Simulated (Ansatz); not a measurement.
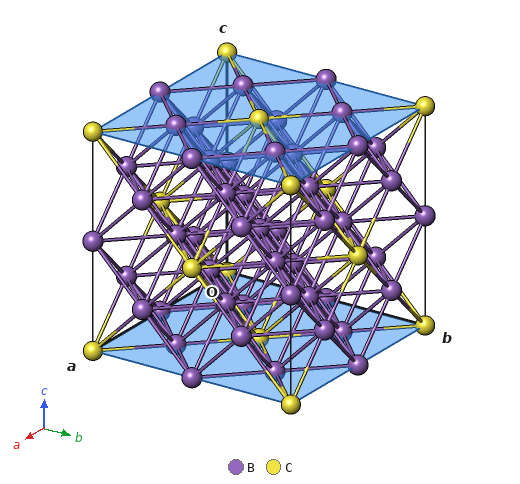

Crystal: B₇C, the end point of a relaxation with DFT PBE, scalar-relativistic, plane waves, PAW (Ansatz 0.2.0); the starting structure was generated, so it need not be a known form of this composition. Every member of one family of equally spaced planes, hx + ky + lz = a whole number, that cuts the unit cell is shaded (one member passes through the origin O). Geometry calculated from the standardised cell; symmetry tolerance 0.002 Å.

a = 5.735 Å, b = 5.735 Å, c = 5.735 Å, α = 90.00°, β = 90.00°, γ = 90.00°.

**Index the planes.**

(0 0 1); the opposite sign names the same planes. The member next to the origin meets the axes a never, b never, c at 1.

**What is the spacing?**

d = 5.735 Å.

**Which atoms of the cell lie in these planes (within 0.03 Å)?**

6 of the 28 B, 2 of the 4 C.

**The space group is Fm-3m (No. 225). How many reflections hkl are equivalent to this one (itself included), and does it occur?**

6 reflections are equivalent in the Laue class m-3m. The reflection is systematically absent, by the centring.
